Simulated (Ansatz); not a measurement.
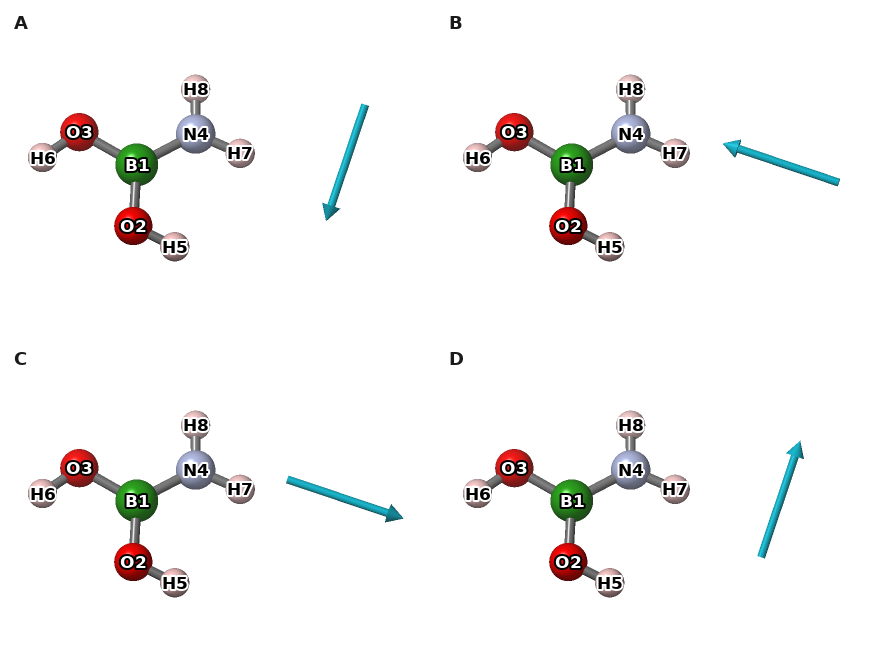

The same molecule four times, each with an arrow. The geometry was computed by an optimisation with PBE0-D4/def2-TZVP. Level of theory: RKS PBE0-D4/def2-TZVP (Ansatz 0.2.0).

Which arrow points along the dipole moment, from the negative to the positive end?

C. The dipole moment is 2.02 D; it points from the side of H6 to the side of H7 (the outermost atoms at the two ends).
